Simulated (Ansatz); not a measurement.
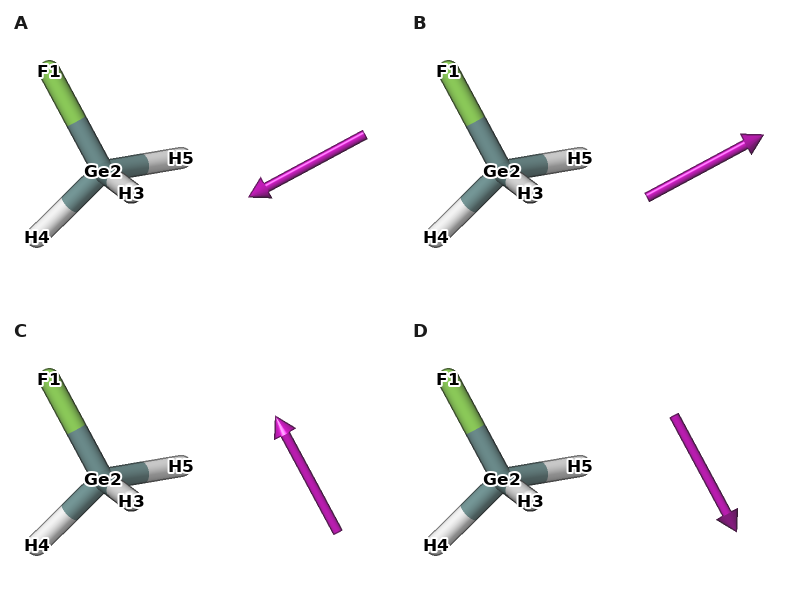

The same molecule four times, each with an arrow. Computed geometry: PBE0-D4/def2-TZVP optimisation. No frequency run is at hand to confirm it as a minimum. Level of theory: RKS PBE0-D4/def2-TZVP (Ansatz 0.2.0).

### Which arrow points along the dipole moment, from the negative to the positive end?

D. The dipole moment is 2.12 D; it points from the side of F1 to the side of H3, H4, H5 (the outermost atoms at the two ends).
